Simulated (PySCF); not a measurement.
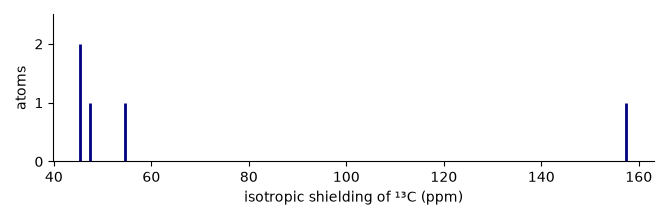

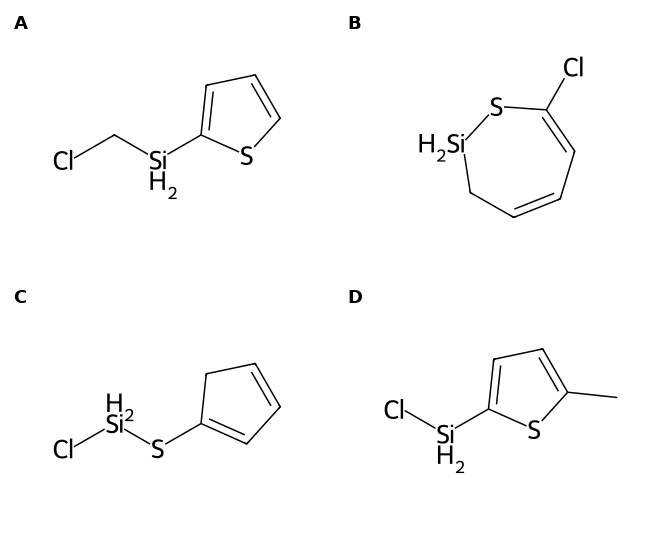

The sticks are computed shieldings of one of the molecules, for one fixed geometry (GFN2-xTB) without averaging over rotations. Low shielding means a high chemical shift. Method: GIAO PBE0/pcSseg-1 NMR shielding, non-relativistic, gas phase (PySCF 2.14.0).

**Match the spectrum to a structure.**

A, `ClC[SiH2]c1cccs1`. Its 5 C atoms give lines at 45.5 (2 atoms), 47.5, 54.6, 157.5 ppm.

The geometry is semi-empirical. Around Si such bond lengths and angles can be off by a tenth of an ångström or more and by several degrees, and values that hang on the shape move with them.
